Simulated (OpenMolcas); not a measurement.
# doublet CH6BSb−: levels of theory compared

Aim: a comparison of 6 runs (UHF/STO-3G, UHF/def2-SVPD, U-revPBE/def2-SVPD, UB3LYP/def2-SVPD, UPBE0/def2-SVPD, UTPSS/def2-SVPD) of doublet CH6BSb−. 

Program for the calculation: OpenMolcas 26.06.

### 1 The structure to begin with

The species is CH6BSb− (9 atoms), meant as a doublet with charge -1. As SMILES of the parent species, `C[BH][SbH2]`. The coordinates come from a PBE0-D4/def2-TZVP relaxation. This is one conformer, not always the lowest. That shape belongs to the parent species and isn't relaxed for this state.

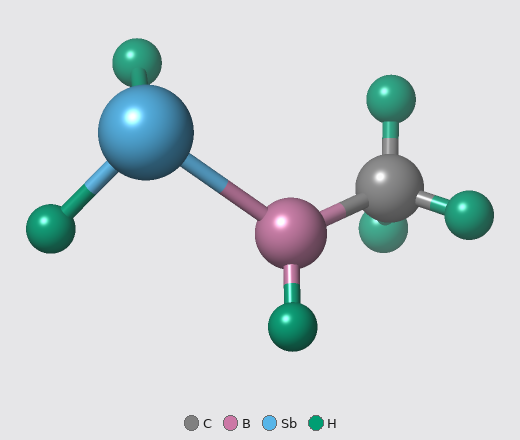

Viewed from a chosen angle; carbon grey, boron pink, antimony blue, hydrogen teal.

### 2 A single-point energy at UHF/STO-3G (run 1)

The input, run.inp:

```
>>> EXPORT MOLCAS_PRINT=2

&GATEWAY
  BasLib=$CurrDir
  Coord
  9
  bohr
  C     -1.31619425     1.84569551    -1.13478054
  B      0.72981223    -0.24982179    -1.03368019
  Sb     2.67434041    -1.44941994     2.50143047
  H     -3.09499345     0.84905395    -1.55807919
  H     -1.04256190     3.14185865    -2.72404021
  H     -1.61892837     2.92019378     0.59790935
  H      1.42239685    -1.23493602    -2.95213015
  H      2.37727546    -4.60148311     1.92600887
  H      0.03590480    -1.30844637     4.34485831
  Basis=STO-3G
  Group=NoSym

&SEWARD

&SCF
  UHF
  Charge=-1
  Spin=2
  Thresholds=1e-10 1e-07 1e-07 1e-05
  PrOrbitals=1
```

The basis set STO-3G is read from a file made from the Basis Set Exchange's data (not shown).

Launch:

```
export MOLCAS_MEM=1860
pymolcas run.inp > run.log
```

Standard output:

```text
--- Start Module: gateway ---
[...]
--- Stop Module: gateway /rc=_RC_ALL_IS_WELL_ ---
--- Start Module: seward ---
[...]
      Basis functions           43
--- Stop Module: seward /rc=_RC_ALL_IS_WELL_ ---
--- Start Module: scf ---
[...]
       Convergence after  18 Iterations
[...]
::    Total SCF energy                              -6316.4438135536
[...]
      Total spin, S                                     0.5098736225
[...]
      Total electronic charge=   69.000000
      Total            charge=   -1.000000
[...]
      Dipole Moment (debye):
      Origin of the operator (angstrom)=    1.1068   -0.5508    0.9777
                   X=  2.1199E+00               Y= -1.4003E+00               Z=  4.4421E+00           Total=  5.1174E+00
      Center of Charge (angstrom)
[...]
--- Stop Module: scf /rc=_RC_ALL_IS_WELL_ ---
[...]
```

Wall time 2.4 s (1 thread of Intel Xeon Platinum 8375C at 2.90GHz (Ice Lake), shared host); peak memory 0.38 GiB.

### 3 A single-point energy at UHF/def2-SVPD (core potential) (run 2)

The input, run.inp:

```
&gateway
baslib
$CurrDir
coord
9
angstrom
C       -0.696500       0.976700      -0.600500
B        0.386200      -0.132200      -0.547000
Sb       1.415200      -0.767000       1.323700
H       -1.637800       0.449300      -0.824500
H       -0.551700       1.662600      -1.441500
H       -0.856700       1.545300       0.316400
H        0.752700      -0.653500      -1.562200
H        1.258000      -2.435000       1.019200
H        0.019000      -0.692400       2.299200
basis
def2-SVPD
group
NoSym
&seward
&scf
uhf
charge
-1
spin
2
thresholds
1e-10 1e-07 1e-07 1e-05
prorbitals
1 1
```

The basis set def2-SVPD is read from a file made from the Basis Set Exchange's data (not shown).

Launch:

```
export MOLCAS_MEM=1860
pymolcas run.inp > run.log
```

Standard output:

```text
--- Start Module: gateway ---
[...]
--- Stop Module: gateway /rc=_RC_ALL_IS_WELL_ ---
--- Start Module: seward ---
[...]
      Basis functions          120
--- Stop Module: seward /rc=_RC_ALL_IS_WELL_ ---
[...]
--- Start Module: scf ---
[...]
       Convergence after  23 Iterations
[...]
::    Total SCF energy                               -305.1917059398
[...]
      Total spin, S                                     0.5090680890
[...]
      Total electronic charge=   41.000000
      Total            charge=   -1.000000
[...]
      Dipole Moment (debye):
      Origin of the operator (angstrom)=    1.1068   -0.5508    0.9777
                   X=  1.4640E+00               Y= -5.7050E-01               Z=  3.2089E+00           Total=  3.5729E+00
      Center of Charge (angstrom)
[...]
--- Stop Module: scf /rc=_RC_ALL_IS_WELL_ ---
[...]
```

It took 27 s on 1 thread of Intel Xeon Platinum 8375C at 2.90GHz (Ice Lake), shared host; peak memory 0.76 GiB.

Runs 3 to 4 aren't shown in full; the table further down has their settings and results.

### 4 The energy at UPBE0/def2-SVPD (core potential) (run 5)

The input, mol.inp:

```
&GATEWAY
BASLIB = $CurrDir
COORD
9
angstrom
C       -0.696500       0.976700      -0.600500
B        0.386200      -0.132200      -0.547000
Sb       1.415200      -0.767000       1.323700
H       -1.637800       0.449300      -0.824500
H       -0.551700       1.662600      -1.441500
H       -0.856700       1.545300       0.316400
H        0.752700      -0.653500      -1.562200
H        1.258000      -2.435000       1.019200
H        0.019000      -0.692400       2.299200
BASIS = def2-SVPD
GROUP = NoSym
&SEWARD
GRIDINPUT
Grid=UltraFine
End of Grid
&SCF
UHF
CHARGE = -1
SPIN = 2
KSDFT = PBE0
THRESHOLDS = 1e-10 1e-07 1e-07 1e-05
PRORBITALS = 1 1
```

The basis set def2-SVPD is read from a file made from the Basis Set Exchange's data (not shown).

Launch:

```
export MOLCAS_MEM=1860
pymolcas mol.inp > mol.log
```

Standard output:

```text
--- Start Module: gateway ---
[...]
--- Stop Module: gateway /rc=_RC_ALL_IS_WELL_ ---
--- Start Module: seward ---
[...]
      Basis functions          120
--- Stop Module: seward /rc=_RC_ALL_IS_WELL_ ---
[...]
--- Start Module: scf ---
[...]
       Convergence after  22 Iterations
[...]
::    Total KS-DFT energy                            -306.6486739602
[...]
      Total spin, S                                     0.5031260749
[...]
      Total electronic charge=   41.000000
      Total            charge=   -1.000000
[...]
      Dipole Moment (debye):
      Origin of the operator (angstrom)=    1.1068   -0.5508    0.9777
                   X=  1.4874E+00               Y= -5.7115E-01               Z=  3.1547E+00           Total=  3.5342E+00
      Center of Charge (angstrom)
[...]
--- Stop Module: scf /rc=_RC_ALL_IS_WELL_ ---
[...]
```

Wall time 100 s (1 thread of Intel Xeon Platinum 8375C at 2.90GHz (Ice Lake), shared host); peak memory 0.76 GiB.

### 5 The energy at UTPSS/def2-SVPD (core potential) (run 6)

The input, struct.xyz:

```xyz
9

C     -0.696500     0.976700    -0.600500
B      0.386200    -0.132200    -0.547000
Sb     1.415200    -0.767000     1.323700
H     -1.637800     0.449300    -0.824500
H     -0.551700     1.662600    -1.441500
H     -0.856700     1.545300     0.316400
H      0.752700    -0.653500    -1.562200
H      1.258000    -2.435000     1.019200
H      0.019000    -0.692400     2.299200
```

The input, run.input:

```
&GATEWAY
BasLib = $CurrDir
Coord = struct.xyz
Basis = def2-SVPD
Group = NoSym
&SEWARD
GridInput
Grid=UltraFine
End of Grid
&SCF
UHF
Charge = -1
Spin = 2
KSDFT = 2
1.0 MGGA_X_TPSS
1.0 MGGA_C_TPSS
Thresholds = 1e-10 1e-07 1e-07 1e-05
PrOrbitals = 1 2
```

The basis set def2-SVPD is read from a file made from the Basis Set Exchange's data (not shown).

Launch:

```
export MOLCAS_MEM=1860
pymolcas run.input > run.log
```

Standard output:

```text
--- Start Module: gateway ---
[...]
--- Stop Module: gateway /rc=_RC_ALL_IS_WELL_ ---
--- Start Module: seward ---
[...]
      Basis functions          120
--- Stop Module: seward /rc=_RC_ALL_IS_WELL_ ---
[...]
--- Start Module: scf ---
[...]
       Convergence after  23 Iterations
[...]
::    Total KS-DFT energy                            -306.6618876462
[...]
      Total spin, S                                     0.5029607374
[...]
      Total electronic charge=   41.000000
      Total            charge=   -1.000000
[...]
      Dipole Moment (debye):
      Origin of the operator (angstrom)=    1.1068   -0.5508    0.9777
                   X=  1.5047E+00               Y= -5.3806E-01               Z=  3.0365E+00           Total=  3.4313E+00
      Center of Charge (angstrom)
[...]
--- Stop Module: scf /rc=_RC_ALL_IS_WELL_ ---
[...]
```

It took 3 min on 1 thread of Intel Xeon Platinum 8375C at 2.90GHz (Ice Lake), shared host; peak memory 0.76 GiB.

### 6 All runs side by side

```csv
run,level,integration grid,energy (Eh),HOMO energy (eV),LUMO energy (eV),⟨S²⟩,wall time
1,UHF/STO-3G,–,-6316.443814,3.23,15.53,0.770,2.4 s
2,UHF/def2-SVPD (core potential),–,-305.191706,-0.32,6.05,0.768,27 s
3,U-revPBE/def2-SVPD (core potential),UltraFine,-306.758340,2.61,3.67,0.755,1.8 min
4,UB3LYP/def2-SVPD (core potential),UltraFine,-306.822122,1.99,3.98,0.755,99 s
5,UPBE0/def2-SVPD (core potential),UltraFine,-306.648674,1.75,4.25,0.756,100 s
6,UTPSS/def2-SVPD (core potential),UltraFine,-306.661888,2.54,3.78,0.756,3 min
```

### 7 What came out

```
                                 quantity          value
                      run 6: total energy  -306.66189 Eh
run 6: HOMO energy (highest over α and β)        2.54 eV
 run 6: LUMO energy (lowest over α and β)        3.78 eV
                              run 6: ⟨S²⟩          0.756
```

Totals of different functionals can't be ranked against each other. Some runs of one species differ in core potentials or relativity; totals across that change don't compare. In runs 1, 3, 4, 5, 6 the HOMO lies above zero, so the outermost electron may be held by the basis alone. In run 1 the basis is minimal, so the values are rough. In run 1 relativity is left out where basis or elements ask for it. All runs together took 8.7 min, the longest 3 min.
